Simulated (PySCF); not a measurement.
# C2H2O (ethynol) at 6 levels

Aim: a comparison of 6 runs (BHLYP/cc-pVTZ, CAM-B3LYP/cc-pVTZ, M06-2X/cc-pVTZ, M06-L/cc-pVTZ, r2SCAN/cc-pVTZ, wB97M-V/cc-pVTZ) of C2H2O (ethynol). Input form: a Python script.

The results are computed with PySCF 2.14.0.

## Step 1: The system as given

C2H2O has 5 atoms, charge 0, and is taken as a singlet. As SMILES, `C#CO`. Geometry: relaxed at PBE0-D4/def2-TZVP.

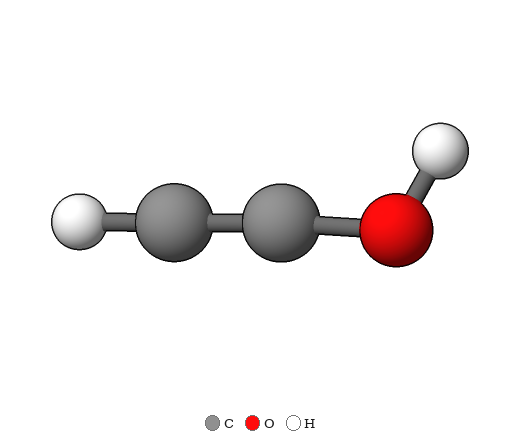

The structure, seen from a chosen angle (carbon grey, oxygen red, hydrogen white).

## Step 2: The energy at BHLYP/cc-pVTZ (run 1)

start.xyz

```xyz
5

C     -1.027960     0.038650    -0.424070
C      0.009820    -0.053000     0.166870
O      1.097770    -0.176120     0.869910
H     -1.945390     0.121870    -0.953240
H      1.865760     0.068610     0.340550
```

run.py

```python
from pyscf import gto, dft

system = gto.M(
    atom='start.xyz',
    verbose=4,
    spin=0,
    charge=0,
    max_memory=1860,
    basis='cc-pvtz',
)

ks = dft.RKS(system)
ks.xc = 'bhandhlyp'
ks.grids.level = 5
ks.conv_tol = 1e-10
ks.kernel()
if not ks.converged:
    ks = ks.newton().run(ks.mo_coeff, ks.mo_occ)

etot = ks.e_tot
print('E = %.10f Eh' % etot)
```

Run with:

```
$ OMP_NUM_THREADS=1 python run.py
```

What it wrote:

```text
PySCF version 2.14.0

[... 75 lines left out ...]
converged SCF energy = -152.513700272711
E = -152.5137002727 Eh
```

Wall time 15 s (1 thread of Arm Neoverse V2, shared host); peak memory 0.62 GiB.

## Step 3: The energy at CAM-B3LYP/cc-pVTZ (run 2)

run.py

```python
from pyscf import gto, dft

mol = gto.M(
    atom='''
C       -1.027960       0.038650      -0.424070
C        0.009820      -0.053000       0.166870
O        1.097770      -0.176120       0.869910
H       -1.945390       0.121870      -0.953240
H        1.865760       0.068610       0.340550
''',
    max_memory=1860,
    charge=0,
    basis='cc-pvtz',
    verbose=3,
)

ks = dft.RKS(mol)
ks.xc = 'cam-b3lyp'
ks.conv_tol = 1e-10
ks.grids.level = 5
ks.kernel()
if not ks.converged:
    ks = ks.newton().run(ks.mo_coeff, ks.mo_occ)

e_tot = ks.e_tot
print('Final energy', e_tot)
```

Run with:

```
$ OMP_NUM_THREADS=1 python run.py
```

What it wrote:

```text
converged SCF energy = -152.533898447745
Final energy -152.5338984477448
```

Run time: 23 s. Hardware: 1 thread of Arm Neoverse V2, shared host; peak memory 0.62 GiB.

## Step 4: A single-point energy at M06-2X/cc-pVTZ (run 3)

input.py

```python
from pyscf import gto, dft

mol = gto.Mole()
mol.atom = [
    ('C', (-1.027960, 0.038650, -0.424070)),
    ('C', (0.009820, -0.053000, 0.166870)),
    ('O', (1.097770, -0.176120, 0.869910)),
    ('H', (-1.945390, 0.121870, -0.953240)),
    ('H', (1.865760, 0.068610, 0.340550)),
]
mol.max_memory = 1860
mol.basis = 'cc-pvtz'
mol.charge = 0
mol.verbose = 3
mol.build()

ks = dft.RKS(mol)
ks.xc = 'm06-2x'
ks.conv_tol = 1e-10
ks.grids.level = 5
ks.kernel()
if not ks.converged:
    ks = ks.newton().run(ks.mo_coeff, ks.mo_occ)

e_final = ks.e_tot
print('E = %.10f Eh' % e_final)
```

Run with:

```
$ OMP_NUM_THREADS=1 python input.py
```

What it wrote:

```text
converged SCF energy = -152.543888182439
E = -152.5438881824 Eh
```

Run time: 35 s. Hardware: 1 thread of Arm Neoverse V2, shared host; peak memory 0.69 GiB.

Runs 4 to 5 aren't shown in full; the table further down has their settings and results.

## Step 5: The energy at wB97M-V/cc-pVTZ (run 6)

job.py

```python
from pyscf import gto, dft

mol = gto.M(
    atom='''
C   -1.027960   0.038650  -0.424070
C    0.009820  -0.053000   0.166870
O    1.097770  -0.176120   0.869910
H   -1.945390   0.121870  -0.953240
H    1.865760   0.068610   0.340550
''',
    max_memory=1860,
    verbose=4,
    spin=0,
    basis='cc-pvtz',
)

myscf = dft.RKS(mol, xc='wb97m-v')
myscf.grids.level = 5
myscf.conv_tol = 1e-10
myscf.nlcgrids.level = 1
myscf.kernel()
if not myscf.converged:
    myscf = myscf.newton().run(myscf.mo_coeff, myscf.mo_occ)

energy = myscf.e_tot
print('E = %.10f Eh' % energy)
```

Run with:

```
$ OMP_NUM_THREADS=1 python job.py
```

What it wrote:

```text
PySCF version 2.14.0

[... 85 lines left out ...]
converged SCF energy = -152.547615267682
E = -152.5476152677 Eh
```

Run time: 59 s. Hardware: 1 thread of Arm Neoverse V2, shared host; peak memory 0.69 GiB.

## Step 6: Overview of the runs

```tsv
run	level	nlc grid	energy (Eh)	dipole moment (D)	HOMO energy (eV)	LUMO energy (eV)	wall time
1	BHLYP/cc-pVTZ	–	-152.513700	1.71	-8.43	1.20	15 s
2	CAM-B3LYP/cc-pVTZ	–	-152.533898	1.72	-8.63	1.32	23 s
3	M06-2X/cc-pVTZ	–	-152.543888	1.71	-8.61	1.13	35 s
4	M06-L/cc-pVTZ	–	-152.574818	1.74	-6.10	0.24	33 s
5	r2SCAN/cc-pVTZ	–	-152.514830	1.77	-6.17	0.34	31 s
6	wB97M-V/cc-pVTZ	1	-152.547615	1.72	-9.50	2.05	59 s
```

## Step 7: Summary of results

```
            quantity          value
 run 6: total energy  -152.54762 Eh
run 6: dipole moment         1.72 D
  run 6: HOMO energy       -9.50 eV
  run 6: LUMO energy        2.05 eV
run 6: HOMO–LUMO gap       11.55 eV
```

What this shows: The dipole moment (its size) runs from 1.71 D (BHLYP/cc-pVTZ) to 1.77 D (r2SCAN/cc-pVTZ). The HOMO–LUMO gap runs from 6.35 eV (M06-L/cc-pVTZ) to 11.55 eV (wB97M-V/cc-pVTZ). Totals of different functionals can't be ranked against each other. All runs together took 3.3 min, the longest 59 s.
